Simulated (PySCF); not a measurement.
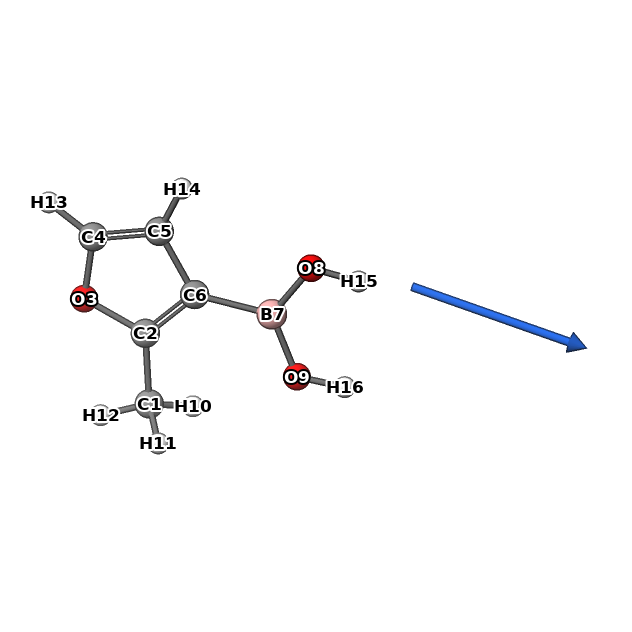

The arrow beside the molecule shows the direction of the dipole moment, from the negative to the positive end (its length means nothing). Computed geometry: GFN2-xTB optimisation. No frequency run is at hand to confirm it as a minimum. Level of theory: CAM-B3LYP/def2-SVPD, gas phase (PySCF 2.14.0).

> Estimate the dipole moment.

2.83 D; it points from the side of H13 to the side of H16 (the outermost atoms at the two ends).

The geometry is semi-empirical. Around B such bond lengths and angles can be off by a tenth of an ångström or more and by several degrees, and values that hang on the shape move with them.
